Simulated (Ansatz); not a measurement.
**Run report: Si₂H₁₀O₃, geometry relaxation (part 4 of 4)**

The same run, continued: Si₂H₁₀O₃; RKS PBE0-D4/def2-TZVP (Ansatz 0.2.0). The geometry is a transition state displaced along its imaginary mode. The reaction was set up to form Si1–O8, H7–O10 and H2–H9 and to break Si1–H2, H7–O8 and H9–O10 (atoms counted from 1 in the order of the input); sticks are drawn by distance alone.

Geometry of the input (Å):
```
Si 1.0925  0.7612  -0.3266
H  -0.1274  -0.0657  1.0200
O  1.0377  -0.7737  -0.9420
Si 0.4094  -2.2427  -0.5355
H  1.8786  1.4227  -1.3605
H  1.9314  0.8700  0.9195
H  -1.5051  1.4351  0.3773
O  -0.1511  1.7763  -0.3939
H  -0.8174  0.1709  1.0642
O  -2.0740  0.9815  0.8498
H  0.9245  -2.6993  0.7830
H  -1.0715  -2.1708  -0.4767
H  0.8055  -3.2312  -1.5713
H  -0.1410  2.3959  -1.1352
H  -2.1922  1.3701  1.7280
```

Trajectory as extended XYZ, continued
```
15
Properties=species:S:1:pos:R:3:forces:R:3 step=39 energy=-22052.38214
Si    1.2424    1.0227   -0.6604   -0.0184  -0.0098  -0.0024
H    -0.1844   -0.4036    3.4973   -0.0135  -0.0471  -0.1607
O     0.8998   -0.4925   -1.1167    0.0027  -0.0013  -0.0120
Si    0.0385   -1.8595   -0.8036    0.0103   0.0179  -0.0053
H     2.4411    1.4473   -1.4225   -0.0046  -0.0038   0.0007
H     1.4411    1.1081    0.8018    0.0021   0.0044   0.0019
H    -1.4400    1.1856    0.0416    0.0045   0.0075   0.0097
O     0.0043    2.0748   -0.9800    0.0071   0.0024   0.0023
H    -0.2316   -0.6077    2.7751    0.0159   0.0466   0.1655
O    -1.7147    0.3909    0.5180   -0.0097  -0.0363  -0.0364
H    -0.0368   -2.1162    0.6547   -0.0054  -0.0033   0.0047
H    -1.3121   -1.7763   -1.4043    0.0043  -0.0010   0.0020
H     0.7844   -2.9741   -1.4449   -0.0015  -0.0002   0.0016
H    -0.1194    2.3475   -1.8908    0.0044  -0.0022   0.0025
H    -1.8127    0.6532    1.4348    0.0019   0.0260   0.0260
15
Properties=species:S:1:pos:R:3:forces:R:3 step=40 energy=-22052.38251
Si    1.2455    1.0221   -0.6597    0.0031  -0.0029  -0.0001
H    -0.1713   -0.4346    3.5148   -0.0048  -0.0132  -0.0646
O     0.9047   -0.4943   -1.1125   -0.0015   0.0030  -0.0104
Si    0.0411   -1.8610   -0.8071    0.0037  -0.0053   0.0104
H     2.4403    1.4473   -1.4272   -0.0016  -0.0020   0.0000
H     1.4493    1.1125    0.8015   -0.0019  -0.0001  -0.0004
H    -1.4338    1.1790    0.0359   -0.0073  -0.0005   0.0065
O     0.0042    2.0708   -0.9780   -0.0016   0.0001   0.0044
H    -0.2175   -0.5862    2.7828    0.0051   0.0142   0.0661
O    -1.7240    0.3945    0.5209   -0.0092   0.0192   0.0501
H    -0.0424   -2.1218    0.6502   -0.0014   0.0003  -0.0003
H    -1.3071   -1.7743   -1.4124    0.0029   0.0035  -0.0019
H     0.7877   -2.9753   -1.4481   -0.0009   0.0020  -0.0005
H    -0.1234    2.3393   -1.8894    0.0022  -0.0003  -0.0005
H    -1.8533    0.6820    1.4282    0.0131  -0.0181  -0.0587
15
Properties=species:S:1:pos:R:3:forces:R:3 step=41 energy=-22052.38236 accepted=F
Si    1.2426    1.0197   -0.6624    0.0269   0.0441   0.0052
H    -0.1667   -0.4336    3.5270   -0.0035  -0.0104  -0.0520
O     0.8996   -0.4926   -1.1231    0.0165   0.0075   0.0002
Si    0.0402   -1.8573   -0.8044   -0.0301  -0.0327  -0.0243
H     2.4419    1.4413   -1.4246    0.0042   0.0053   0.0023
H     1.4407    1.1042    0.7999   -0.0004  -0.0031   0.0018
H    -1.4440    1.1775    0.0345    0.0012   0.0051  -0.0205
O     0.0086    2.0761   -0.9814   -0.0114  -0.0069   0.0062
H    -0.2039   -0.5889    2.7957    0.0028   0.0122   0.0522
O    -1.7288    0.3877    0.5131   -0.0003   0.0239   0.0290
H    -0.0419   -2.1115    0.6543    0.0020   0.0025  -0.0046
H    -1.3057   -1.7703   -1.4135   -0.0157  -0.0124   0.0096
H     0.7857   -2.9722   -1.4444    0.0055  -0.0142   0.0092
H    -0.1110    2.3500   -1.8923   -0.0024   0.0001   0.0011
H    -1.8575    0.6701    1.4215    0.0049  -0.0211  -0.0155
15
Properties=species:S:1:pos:R:3:forces:R:3 step=42 energy=-22052.38271
Si    1.2449    1.0213   -0.6603    0.0014   0.0058   0.0025
H    -0.1721   -0.4339    3.5160   -0.0021  -0.0018  -0.0132
O     0.9037   -0.4941   -1.1154    0.0026   0.0013  -0.0081
Si    0.0414   -1.8608   -0.8068   -0.0046  -0.0070   0.0032
H     2.4405    1.4463   -1.4266   -0.0004  -0.0006   0.0005
H     1.4474    1.1096    0.8012   -0.0002  -0.0012   0.0006
H    -1.4394    1.1818    0.0358   -0.0001  -0.0002  -0.0012
O     0.0049    2.0717   -0.9775   -0.0014   0.0008   0.0007
H    -0.2163   -0.5853    2.7854    0.0026   0.0025   0.0144
O    -1.7272    0.3950    0.5180   -0.0020   0.0021   0.0031
H    -0.0421   -2.1197    0.6508    0.0000   0.0016   0.0004
H    -1.3066   -1.7744   -1.4124    0.0000  -0.0001  -0.0008
H     0.7880   -2.9755   -1.4468    0.0004  -0.0003   0.0007
H    -0.1215    2.3414   -1.8887    0.0016   0.0007  -0.0002
H    -1.8458    0.6767    1.4275    0.0023  -0.0034  -0.0026
15
Properties=species:S:1:pos:R:3:forces:R:3 step=43 energy=-22052.38289
Si    1.2425    1.0203   -0.6631    0.0003   0.0014   0.0020
H    -0.1859   -0.4161    3.5233   -0.0006   0.0016   0.0063
O     0.8986   -0.4923   -1.1266    0.0002  -0.0026  -0.0041
Si    0.0396   -1.8595   -0.8095   -0.0007  -0.0008   0.0057
H     2.4403    1.4461   -1.4255   -0.0018   0.0009   0.0006
H     1.4434    1.1001    0.7992   -0.0005  -0.0003  -0.0002
H    -1.4419    1.1808    0.0333   -0.0006  -0.0012   0.0004
O     0.0052    2.0750   -0.9766    0.0027   0.0001   0.0008
H    -0.2094   -0.5973    2.7991    0.0004  -0.0006  -0.0053
O    -1.7263    0.3916    0.5137   -0.0011   0.0017  -0.0023
H    -0.0413   -2.1107    0.6500   -0.0005   0.0012  -0.0043
H    -1.3090   -1.7795   -1.4147    0.0002  -0.0015   0.0007
H     0.7885   -2.9762   -1.4436   -0.0004   0.0007   0.0000
H    -0.1173    2.3515   -1.8863   -0.0002   0.0014  -0.0009
H    -1.8271    0.6662    1.4274    0.0024  -0.0020   0.0006
15
Properties=species:S:1:pos:R:3:forces:R:3 step=44 energy=-22052.38088 accepted=F
Si    1.2335    1.0177   -0.6714   -0.0050  -0.0057  -0.0205
H    -0.2355   -0.3599    3.5495    0.0153  -0.1056  -0.2832
O     0.8804   -0.4856   -1.1610   -0.0039  -0.0020   0.0179
Si    0.0323   -1.8546   -0.8167   -0.0032   0.0114  -0.0043
H     2.4381    1.4472   -1.4211   -0.0017  -0.0026   0.0040
H     1.4285    1.0715    0.7934   -0.0048  -0.0011  -0.0037
H    -1.4474    1.1776    0.0251   -0.0063   0.0028   0.0057
O     0.0073    2.0883   -0.9745    0.0109  -0.0028  -0.0090
H    -0.1933   -0.6253    2.8431   -0.0167   0.1064   0.2821
O    -1.7293    0.3792    0.4914    0.0046   0.0559   0.2612
H    -0.0381   -2.0839    0.6476    0.0033   0.0020  -0.0100
H    -1.3199   -1.7970   -1.4163    0.0058   0.0001   0.0036
H     0.7866   -2.9760   -1.4363    0.0020   0.0040   0.0026
H    -0.1025    2.3858   -1.8796   -0.0022  -0.0059   0.0197
H    -1.7408    0.6150    1.4268    0.0020  -0.0570  -0.2661
15
Properties=species:S:1:pos:R:3:forces:R:3 step=45 energy=-22052.38294
Si    1.2408    1.0207   -0.6628    0.0004  -0.0019  -0.0014
H    -0.1866   -0.4194    3.5283   -0.0013   0.0019   0.0025
O     0.8960   -0.4913   -1.1275    0.0018  -0.0004  -0.0029
Si    0.0375   -1.8585   -0.8086    0.0000   0.0002   0.0000
H     2.4398    1.4459   -1.4237   -0.0008   0.0004   0.0013
H     1.4402    1.0994    0.7998   -0.0006  -0.0001   0.0005
H    -1.4437    1.1806    0.0282    0.0011  -0.0002   0.0000
O     0.0054    2.0772   -0.9773    0.0004   0.0012   0.0001
H    -0.2055   -0.5968    2.8030    0.0011  -0.0010  -0.0023
O    -1.7255    0.3903    0.5082   -0.0016  -0.0006  -0.0007
H    -0.0432   -2.1082    0.6510   -0.0006   0.0007  -0.0011
H    -1.3109   -1.7805   -1.4143   -0.0009  -0.0014   0.0008
H     0.7871   -2.9754   -1.4414    0.0002   0.0005   0.0010
H    -0.1154    2.3545   -1.8870    0.0005   0.0016  -0.0007
H    -1.8162    0.6616    1.4240    0.0002  -0.0010   0.0027
15
Properties=species:S:1:pos:R:3:forces:R:3 step=46 energy=-22052.38299
Si    1.2358    1.0179   -0.6690   -0.0001   0.0020   0.0081
H    -0.2168   -0.3896    3.5416    0.0005  -0.0144  -0.0515
O     0.8857   -0.4882   -1.1497   -0.0019   0.0031  -0.0002
Si    0.0336   -1.8561   -0.8146    0.0062  -0.0032   0.0067
H     2.4399    1.4453   -1.4204   -0.0015  -0.0003  -0.0007
H     1.4295    1.0804    0.7955    0.0018  -0.0011  -0.0024
H    -1.4476    1.1758    0.0263   -0.0011   0.0010   0.0005
O     0.0072    2.0845   -0.9760    0.0016  -0.0027  -0.0115
H    -0.1958   -0.6059    2.8252   -0.0011   0.0150   0.0514
O    -1.7228    0.3813    0.5030   -0.0011   0.0188   0.0532
H    -0.0415   -2.0921    0.6478   -0.0004   0.0009  -0.0033
H    -1.3165   -1.7913   -1.4177   -0.0005  -0.0011  -0.0006
H     0.7886   -2.9756   -1.4364   -0.0032  -0.0002  -0.0032
H    -0.1062    2.3750   -1.8827   -0.0017  -0.0012   0.0091
H    -1.7732    0.6386    1.4271    0.0026  -0.0167  -0.0556
15
Properties=species:S:1:pos:R:3:forces:R:3 step=47 energy=-22052.38308
Si    1.2374    1.0181   -0.6673   -0.0005   0.0018  -0.0010
H    -0.2131   -0.3914    3.5370   -0.0006  -0.0035  -0.0147
O     0.8886   -0.4893   -1.1446   -0.0014  -0.0020   0.0010
Si    0.0357   -1.8576   -0.8136   -0.0029   0.0009  -0.0026
H     2.4394    1.4455   -1.4219   -0.0003   0.0000   0.0003
H     1.4343    1.0838    0.7965   -0.0010  -0.0003  -0.0006
H    -1.4463    1.1803    0.0300   -0.0005  -0.0018  -0.0022
O     0.0069    2.0822   -0.9751    0.0036  -0.0013  -0.0026
H    -0.1975   -0.6030    2.8203    0.0001   0.0041   0.0148
O    -1.7253    0.3849    0.5031    0.0014   0.0069   0.0178
H    -0.0397   -2.0975    0.6480    0.0019  -0.0003  -0.0012
H    -1.3148   -1.7899   -1.4157   -0.0003   0.0008   0.0007
H     0.7875   -2.9761   -1.4410    0.0016   0.0008   0.0020
H    -0.1090    2.3699   -1.8823   -0.0011  -0.0003   0.0042
H    -1.7841    0.6401    1.4265    0.0001  -0.0058  -0.0159
15
Properties=species:S:1:pos:R:3:forces:R:3 step=48 energy=-22052.38309
Si    1.2378    1.0178   -0.6674   -0.0028  -0.0027   0.0019
H    -0.2177   -0.3867    3.5370   -0.0003  -0.0009  -0.0033
O     0.8882   -0.4893   -1.1453   -0.0009  -0.0007  -0.0026
Si    0.0353   -1.8577   -0.8148    0.0040   0.0028   0.0044
H     2.4389    1.4456   -1.4233    0.0001  -0.0001   0.0003
H     1.4360    1.0823    0.7963    0.0009   0.0004  -0.0008
H    -1.4460    1.1788    0.0294    0.0021  -0.0030   0.0011
O     0.0070    2.0820   -0.9731    0.0006   0.0013  -0.0027
H    -0.1974   -0.6021    2.8218   -0.0002   0.0016   0.0037
O    -1.7202    0.3827    0.5042   -0.0028   0.0037   0.0035
H    -0.0376   -2.0990    0.6467   -0.0015  -0.0002  -0.0001
H    -1.3159   -1.7892   -1.4152    0.0012  -0.0010  -0.0002
H     0.7875   -2.9759   -1.4425   -0.0014   0.0005  -0.0024
H    -0.1104    2.3702   -1.8799    0.0004   0.0010   0.0006
H    -1.7856    0.6404    1.4261    0.0008  -0.0027  -0.0033
15
Properties=species:S:1:pos:R:3:forces:R:3 step=49 energy=-22052.38311
Si    1.2377    1.0173   -0.6683   -0.0007  -0.0017  -0.0008
H    -0.2242   -0.3800    3.5386   -0.0001  -0.0017  -0.0058
O     0.8871   -0.4890   -1.1480   -0.0009   0.0012  -0.0006
Si    0.0353   -1.8577   -0.8160    0.0018   0.0013   0.0012
H     2.4387    1.4455   -1.4240    0.0002  -0.0002   0.0002
H     1.4366    1.0799    0.7953    0.0000   0.0000  -0.0001
H    -1.4444    1.1776    0.0309   -0.0006  -0.0016   0.0005
O     0.0074    2.0827   -0.9722    0.0012  -0.0009   0.0005
H    -0.1973   -0.6008    2.8252   -0.0004   0.0023   0.0061
O    -1.7213    0.3812    0.5036    0.0003   0.0020  -0.0002
H    -0.0359   -2.0987    0.6457   -0.0010   0.0001   0.0002
H    -1.3166   -1.7902   -1.4150    0.0012  -0.0008   0.0004
H     0.7871   -2.9755   -1.4445   -0.0007   0.0000  -0.0013
H    -0.1099    2.3727   -1.8784   -0.0006   0.0008  -0.0001
H    -1.7804    0.6351    1.4270    0.0003  -0.0008  -0.0003
15
Properties=species:S:1:pos:R:3:forces:R:3 step=50 energy=-22052.38313
Si    1.2377    1.0163   -0.6701   -0.0008  -0.0015  -0.0010
H    -0.2362   -0.3685    3.5423    0.0005  -0.0042  -0.0130
O     0.8853   -0.4886   -1.1530   -0.0004   0.0022   0.0008
Si    0.0353   -1.8579   -0.8184   -0.0013   0.0011  -0.0025
H     2.4384    1.4453   -1.4258    0.0000  -0.0002  -0.0003
H     1.4382    1.0750    0.7935    0.0000  -0.0003   0.0004
H    -1.4435    1.1760    0.0327   -0.0010  -0.0011   0.0012
O     0.0081    2.0837   -0.9698    0.0015  -0.0014   0.0008
H    -0.1979   -0.5978    2.8320   -0.0009   0.0045   0.0133
O    -1.7204    0.3782    0.5029    0.0010   0.0008   0.0001
H    -0.0330   -2.0981    0.6436    0.0006  -0.0003   0.0003
H    -1.3178   -1.7923   -1.4147    0.0006   0.0000   0.0006
H     0.7865   -2.9752   -1.4485    0.0007  -0.0005   0.0009
H    -0.1096    2.3769   -1.8749   -0.0006   0.0004  -0.0005
H    -1.7712    0.6270    1.4282    0.0000   0.0003  -0.0011
15
Properties=species:S:1:pos:R:3:forces:R:3 step=51 energy=-22052.38313
Si    1.2380    1.0157   -0.6713   -0.0002  -0.0014  -0.0017
H    -0.2435   -0.3620    3.5449    0.0005  -0.0034  -0.0101
O     0.8845   -0.4885   -1.1558   -0.0010   0.0027   0.0006
Si    0.0354   -1.8581   -0.8203    0.0000  -0.0003  -0.0008
H     2.4381    1.4452   -1.4276    0.0001  -0.0001  -0.0002
H     1.4400    1.0723    0.7922   -0.0002  -0.0003   0.0004
H    -1.4423    1.1746    0.0343   -0.0012   0.0004   0.0011
O     0.0086    2.0841   -0.9682    0.0009  -0.0015   0.0013
H    -0.1993   -0.5945    2.8360   -0.0007   0.0035   0.0103
O    -1.7192    0.3763    0.5035    0.0010  -0.0011  -0.0018
H    -0.0307   -2.0987    0.6417    0.0001   0.0002   0.0005
H    -1.3185   -1.7932   -1.4149    0.0007   0.0002   0.0002
H     0.7865   -2.9751   -1.4512    0.0003  -0.0003   0.0000
H    -0.1100    2.3789   -1.8726   -0.0002  -0.0001  -0.0002
H    -1.7677    0.6232    1.4294    0.0001   0.0013   0.0005
15
Properties=species:S:1:pos:R:3:forces:R:3 step=52 energy=-22052.38314
Si    1.2384    1.0150   -0.6727   -0.0007  -0.0013  -0.0005
H    -0.2510   -0.3562    3.5483    0.0002  -0.0016  -0.0045
O     0.8838   -0.4884   -1.1588   -0.0009   0.0023   0.0000
Si    0.0358   -1.8585   -0.8224    0.0007  -0.0004   0.0002
H     2.4377    1.4451   -1.4301    0.0000   0.0001  -0.0002
H     1.4424    1.0693    0.7906    0.0001  -0.0001   0.0001
H    -1.4417    1.1737    0.0359    0.0001   0.0012   0.0006
O     0.0091    2.0842   -0.9663    0.0002  -0.0004   0.0000
H    -0.2015   -0.5906    2.8405   -0.0003   0.0015   0.0046
O    -1.7174    0.3744    0.5043   -0.0003  -0.0018   0.0004
H    -0.0282   -2.0992    0.6397    0.0001   0.0001   0.0001
H    -1.3188   -1.7942   -1.4152    0.0000   0.0003  -0.0001
H     0.7867   -2.9750   -1.4544    0.0001  -0.0002   0.0001
H    -0.1106    2.3807   -1.8701    0.0005  -0.0006   0.0004
H    -1.7649    0.6199    1.4306    0.0002   0.0009  -0.0011
```

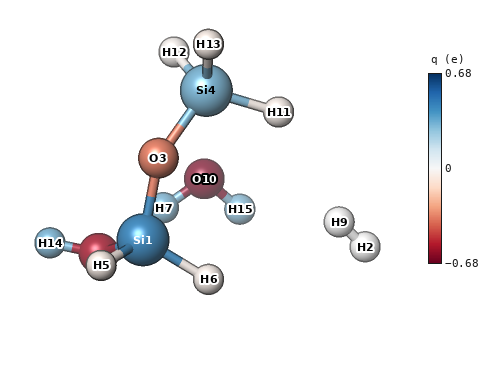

Fig. 1: Mulliken charges, as the colour of each atom (ball-and-stick view, seen at a tilt; atoms are numbered from 1 in the order of the input). By element: Si +0.32 to +0.45, H −0.05 to +0.34 and O −0.65 to −0.35 e.

Summary

- outcome: converged
- total energy: −22052.3832 eV
- mean-field energy: −22052.1273 eV
- dispersion energy: −0.2559 eV
- SCF solution under orbital rotations: stable
- largest force (length of the vector) at the end: 0.005 eV/Å
- dipole moment: 1.92 D
- wall time: 1.7 min (CPU time 11 min)
- peak memory: 0.75 GiB
